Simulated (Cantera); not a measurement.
Feed: 1 mol CO, 17 mol H2, 4.3 mol N2, 0.089 mol NH3, at 1.00 bar.

Method: chemical equilibrium by Gibbs-energy minimisation in Cantera with the NASA 1993 tables (ideal gas, pure condensed phases). Candidate condensed phases: C, C6H6, C7H8, C8H18, H2O; 136 gas species. Kinetics and transport are ignored.

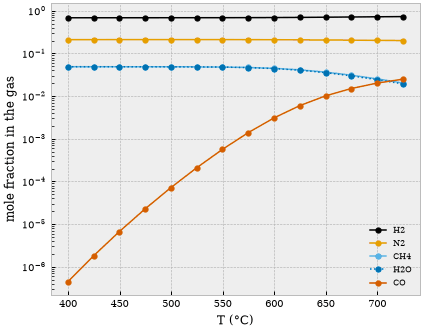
Figure: Equilibrium gas composition (values under 1e-9 drawn at 1e-9)

Read off the mole fractions at 450 °C.

H2 about 0.69, N2 about 0.21, CH4 about 0.049, H2O about 0.049, CO about 6.7e-6.
